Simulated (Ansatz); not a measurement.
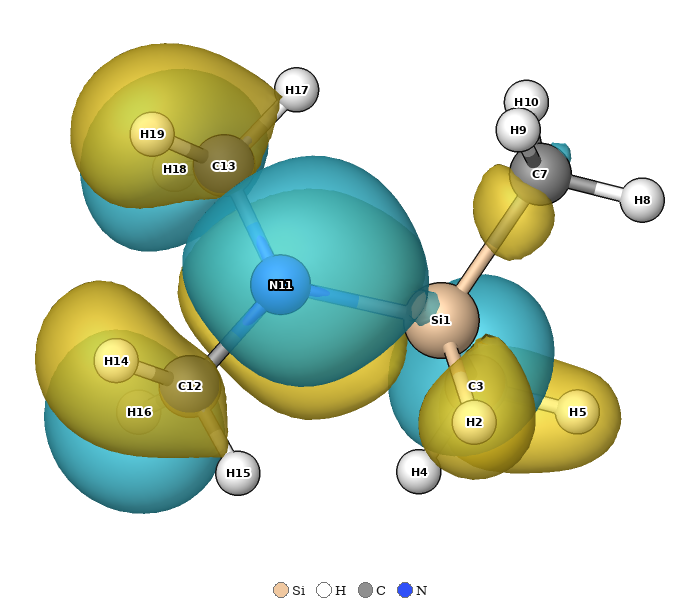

*C4H13NSi. The HOMO at ±0.06 Å⁻³ᐟ² (yellow and cyan are the two phases), seen at a tilt.*

Geometry: PBE-D4/def2-SVP.

Method: Ansatz, RKS PBE0-D4/def2-TZVP.

Input

```
crystal:
  periodic: [false, false, false]
  atoms:
    - {symbol: Si, position_ang: [0.254729, 0.673054, 0.610335]}
    - {symbol: H, position_ang: [0.059897, 0.751187, 2.106216]}
    - {symbol: C, position_ang: [2.117827, 0.547662, 0.278968]}
    - {symbol: H, position_ang: [2.548483, -0.356158, 0.757247]}
    - {symbol: H, position_ang: [2.656733, 1.430919, 0.682215]}
    - {symbol: H, position_ang: [2.327688, 0.487890, -0.809422]}
    - {symbol: C, position_ang: [-0.427914, 2.221170, -0.227954]}
    - {symbol: H, position_ang: [0.027269, 3.123701, 0.229576]}
    - {symbol: H, position_ang: [-1.527805, 2.294745, -0.110108]}
    - {symbol: H, position_ang: [-0.189806, 2.246086, -1.311400]}
    - {symbol: N, position_ang: [-0.662099, -0.734273, 0.085150]}
    - {symbol: C, position_ang: [-0.565568, -1.974320, 0.826633]}
    - {symbol: C, position_ang: [-1.135945, -0.898837, -1.272338]}
    - {symbol: H, position_ang: [-1.547441, -2.504579, 0.852204]}
    - {symbol: H, position_ang: [-0.269557, -1.777301, 1.877893]}
    - {symbol: H, position_ang: [0.178074, -2.694400, 0.397493]}
    - {symbol: H, position_ang: [-1.246181, 0.082242, -1.775923]}
    - {symbol: H, position_ang: [-0.460474, -1.527825, -1.907790]}
    - {symbol: H, position_ang: [-2.137921, -1.390973, -1.289008]}
basis:
  gaussian: {orbitals: def2-TZVP, initial_orbitals: start.molden}
hamiltonian: {xc: pbe0, dispersion: d4}
scf: {omitted_lower_state_checks: [starts]}
output: {orbitals: {seedname: orbitals}}
```

Launched as:

```sh
ansatz run in.yaml --threads 2 --pin off --events-out ev --progress --plain --max-ram 20480MiB --backend cuda --devices 0, --max-vram 18GiB
```

**What is the character of this orbital?**

By Hirshfeld shares it lies mainly on N11 (about 50 %), Si1 (about 10 %), C13 (about 10 %) and C12 (about 5 %). Its energy is −6.06 eV.
